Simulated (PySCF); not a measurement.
# C2H5F (SMILES CCF): levels of theory compared

Aim: a comparison of 6 runs (B3LYP/aug-cc-pVDZ, BLYP/aug-cc-pVDZ, CAM-B3LYP/aug-cc-pVDZ, PBE0/aug-cc-pVDZ, SVWN5/aug-cc-pVDZ, r2SCAN/aug-cc-pVDZ) of C2H5F. Input form: a Python script.

Program for the calculation: PySCF 2.14.0.

1 further run of the same task is left out (set aside as unsound or not needed).

**1. The system as given**

C2H5F has 8 atoms, charge 0, and is taken as a singlet. SMILES: `CCF`. Geometry: relaxed at PBE0-D4/def2-TZVP.

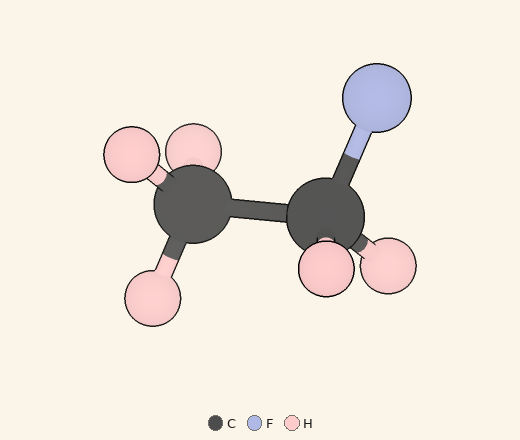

The structure, seen from a chosen angle (carbon dark grey, fluorine light blue, hydrogen pink).

**2. The energy at B3LYP/aug-cc-pVDZ (run 1)**

geometry.xyz

```xyz
8

C     -0.431700     0.566900    -0.264600
C      0.378400    -0.599100     0.230500
F      1.663300    -0.186400     0.546500
H     -1.443900     0.237400    -0.512600
H      0.018600     0.998500    -1.160400
H     -0.500300     1.343000     0.499800
H      0.464000    -1.381500    -0.529800
H     -0.056300    -1.036000     1.134800
```

job.py

```python
from pyscf import gto, dft

mol = gto.Mole()
mol.atom = 'geometry.xyz'
mol.basis = 'aug-cc-pvdz'
mol.charge = 0
mol.verbose = 3
mol.max_memory = 1860
mol.build()

mf = dft.RKS(mol, xc='b3lyp')
mf.grids.level = 5
mf.conv_tol = 1e-10
mf.kernel()
if not mf.converged:
    mf = mf.newton().run(mf.mo_coeff, mf.mo_occ)

energy = mf.e_tot
print(f'total energy: {energy:.8f} hartree')
```

Run with:

```sh
$ OMP_NUM_THREADS=1 python job.py
```

Log:

```text
converged SCF energy = -179.085289471778
total energy: -179.08528947 hartree
```

It took 62 s on 1 thread of Intel Xeon at 2.50GHz (Skylake/Cascade Lake), shared host; peak memory 0.6 GiB.

**3. A single-point energy at BLYP/aug-cc-pVDZ (run 2)**

input.py

```python
# CCF
from pyscf import gto, dft

system = gto.M(
    atom='''
C       -0.431700       0.566900      -0.264600
C        0.378400      -0.599100       0.230500
F        1.663300      -0.186400       0.546500
H       -1.443900       0.237400      -0.512600
H        0.018600       0.998500      -1.160400
H       -0.500300       1.343000       0.499800
H        0.464000      -1.381500      -0.529800
H       -0.056300      -1.036000       1.134800
''',
    max_memory=1860,
    charge=0,
    basis='aug-cc-pvdz',
    verbose=3,
)

ks = dft.RKS(system, xc='blyp')
ks.grids.level = 5
ks.conv_tol = 1e-10
ks.kernel()
if not ks.converged:
    ks = ks.newton().run(ks.mo_coeff, ks.mo_occ)

etot = ks.e_tot
print('E(%s) = %.9f' % ('BLYP', etot))
```

Run with:

```sh
$ OMP_NUM_THREADS=1 python input.py
```

Log:

```text
converged SCF energy = -179.019321393948
E(BLYP) = -179.019321394
```

Run time: 83 s. Hardware: 1 thread of Intel Xeon at 2.50GHz (Skylake/Cascade Lake), shared host; peak memory 0.59 GiB.

Runs 3 to 5 aren't shown in full; the table further down has their settings and results.

**4. The energy at r2SCAN/aug-cc-pVDZ (run 6)**

job.py

```python
from pyscf import gto, dft

molecule = gto.Mole()
molecule.atom = '''
C   -0.431700   0.566900  -0.264600
C    0.378400  -0.599100   0.230500
F    1.663300  -0.186400   0.546500
H   -1.443900   0.237400  -0.512600
H    0.018600   0.998500  -1.160400
H   -0.500300   1.343000   0.499800
H    0.464000  -1.381500  -0.529800
H   -0.056300  -1.036000   1.134800
'''
molecule.max_memory = 1860
molecule.verbose = 3
molecule.basis = 'aug-cc-pvdz'
molecule.spin = 0
molecule.build()

ks = dft.RKS(molecule)
ks.xc = 'r2scan'
ks.grids.level = 5
ks.conv_tol = 1e-10
ks.kernel()
if not ks.converged:
    ks = ks.newton().run(ks.mo_coeff, ks.mo_occ)

e_final = ks.e_tot
print(f'total energy: {e_final:.8f} hartree')
```

Run with:

```sh
$ OMP_NUM_THREADS=1 python job.py
```

Log:

```text
converged SCF energy = -178.985884852949
total energy: -178.98588485 hartree
```

Run time: 1.9 min. Hardware: 1 thread of Intel Xeon at 2.50GHz (Skylake/Cascade Lake), shared host; peak memory 0.65 GiB.

**5. The series**

```tsv
run	level	energy (Eh)	dipole moment (D)	HOMO energy (eV)	LUMO energy (eV)	wall time
1	B3LYP/aug-cc-pVDZ	-179.085289	1.93	-9.17	-0.26	62 s
2	BLYP/aug-cc-pVDZ	-179.019321	1.85	-7.66	-0.54	83 s
3	CAM-B3LYP/aug-cc-pVDZ	-179.008821	1.99	-10.89	0.34	1.7 min
4	PBE0/aug-cc-pVDZ	-178.887264	1.92	-9.38	0.00	59 s
5	SVWN5/aug-cc-pVDZ	-177.679119	1.88	-7.74	-0.46	46 s
6	r2SCAN/aug-cc-pVDZ	-178.985885	1.88	-8.05	0.31	1.9 min
```

**6. Summary of results**

```
            quantity          value
 run 6: total energy  -178.98588 Eh
run 6: dipole moment         1.88 D
  run 6: HOMO energy       -8.05 eV
  run 6: LUMO energy        0.31 eV
run 6: HOMO–LUMO gap        8.36 eV
```

What this shows: The dipole moment (its size) runs from 1.85 D (BLYP/aug-cc-pVDZ) to 1.99 D (CAM-B3LYP/aug-cc-pVDZ). The HOMO–LUMO gap runs from 7.12 eV (BLYP/aug-cc-pVDZ) to 11.23 eV (CAM-B3LYP/aug-cc-pVDZ). Totals of different functionals can't be ranked against each other. All runs together took 7.7 min, the longest 1.9 min.
